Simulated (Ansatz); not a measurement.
# CH$_{7}$O$_{2}$PSi$_{2}$: what the fields show

The calculation's input:

```
crystal:
  periodic: [false, false, false]
  atoms:
    - symbol: C
      position_ang: [0.298836, 1.686110, -2.028812]
    - symbol: O
      position_ang: [0.608470, 0.650266, -1.084272]
    - symbol: O
      position_ang: [-1.701278, 1.444705, -0.190140]
    - symbol: P
      position_ang: [0.593510, 1.474343, 2.063111]
    - symbol: Si
      position_ang: [-0.381211, 0.512442, 0.261536]
    - symbol: Si
      position_ang: [-1.500977, 2.264912, -1.646998]
    - symbol: H
      position_ang: [-0.401049, 0.970967, 2.959950]
    - symbol: H
      position_ang: [1.471285, 0.364272, 2.272781]
    - symbol: H
      position_ang: [-0.763257, -0.908452, 0.457377]
    - symbol: H
      position_ang: [1.024412, 2.514311, -1.930116]
    - symbol: H
      position_ang: [0.410111, 1.279799, -3.048180]
    - symbol: H
      position_ang: [-1.625258, 3.735704, -1.459722]
    - symbol: H
      position_ang: [-2.499393, 1.805227, -2.650936]
basis:
  gaussian: {orbitals: def2-SVPD}
hamiltonian: {xc: {name: PBE0}}
output: {forces: true, orbitals: {seedname: orbitals}}
```

Command:

```sh
ansatz run input.yaml --threads 4 --pin off --max-ram 7830MiB --events-out events.jsonl --progress --plain --runs-dir runs
```

Geometry: B3LYP-D3(BJ)/def2-SVP.

The calculation used isolated molecule in a Gaussian basis; Kohn-Sham density functional theory, functional PBE0 (Ansatz 0.2.0).

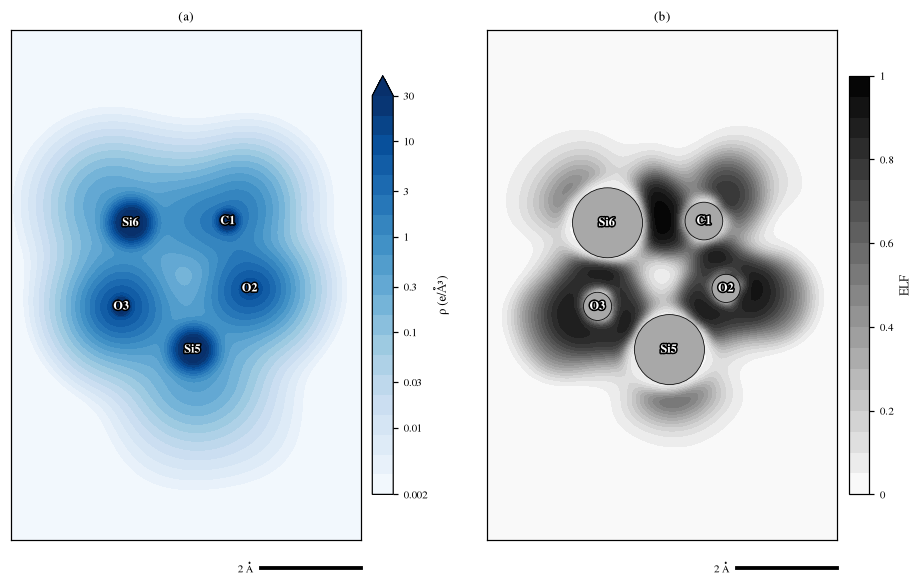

Figure 1. (a) total electron density; (b) ELF on the plane of atoms Si5, O3 and Si6. Grey discs cover the atomic cores in the ELF map.

> Describe what can be read from this map.

The plane passes through C, O and Si nuclei.
C–O (1.44 Å): ρ at the midpoint is about 1.9 e/Å³, with its minimum of 1.6 e/Å³ about 0.5 Å from C; the ELF peaks at about 0.85 between the atoms (a polar covalent bond).
Si–O (1.68 Å): ρ is about 1.1 e/Å³ halfway; the ELF peaks at about 0.90 between the atoms; a polar covalent bond.
C–Si (1.93 Å): ρ is about 0.93 e/Å³ halfway; the ELF peaks at about 1 between the atoms: localised, covalent bonding.
The ELF also peaks beside O3 and O2, away from the bonds: lone-pair regions.

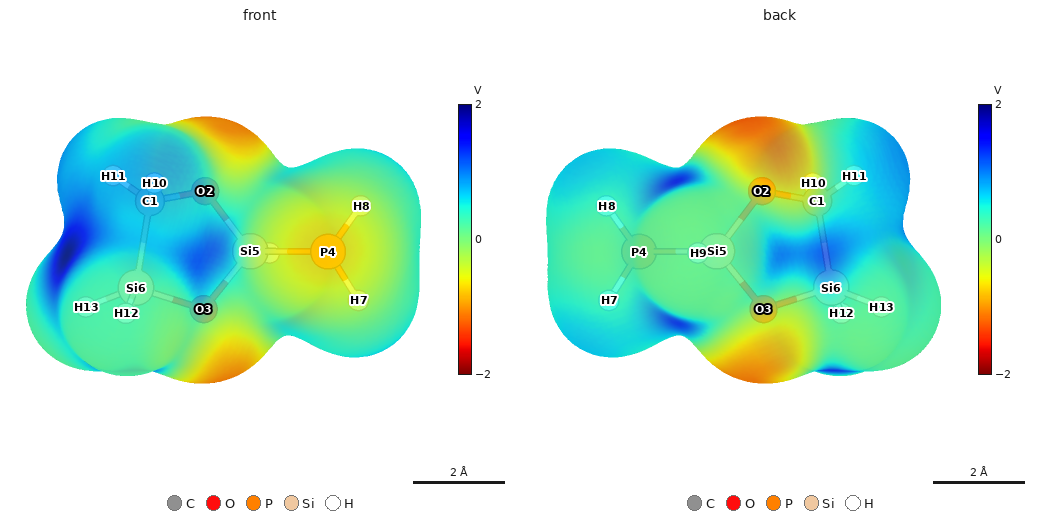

Figure 2. The electrostatic potential painted on the density surface at 0.002 e/bohr³, seen from the front and from behind; the colour scale runs from red (negative) to blue (positive).

> Describe the electrostatic potential map.

The most negative region (about −1.2 V) lies over O2, the most positive (about +1.7 V) over Si6. O2 is the likeliest acceptor of a hydrogen bond.

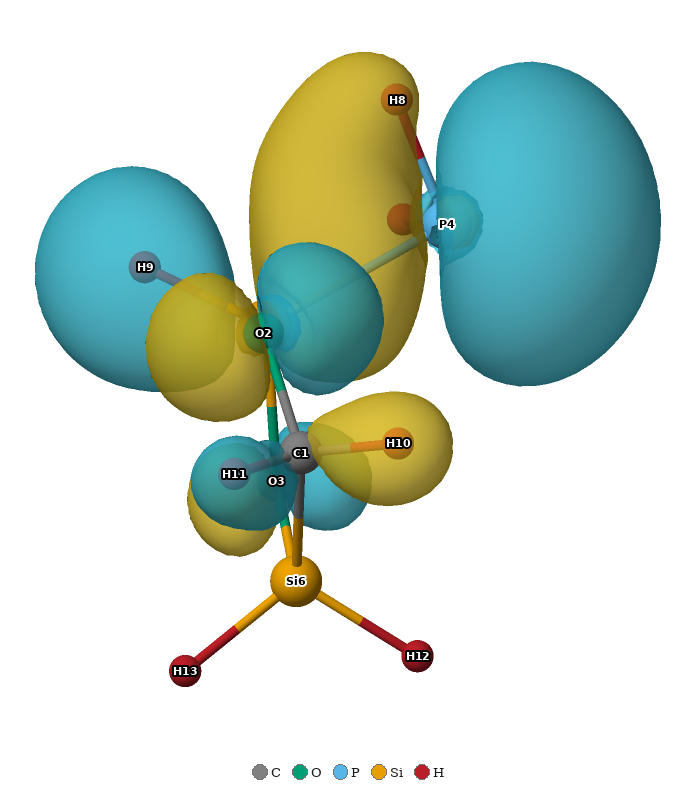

Figure 3. The HOMO at ±0.06 Å⁻³ᐟ² (yellow and cyan are the two phases), seen at an oblique angle.

> Describe this orbital and give its energy.

It lies mainly on P4 (about 55 %), Si5 (about 15 %), H9 (about 10 %) and O2 (about 10 %). Its energy is −7.46 eV.
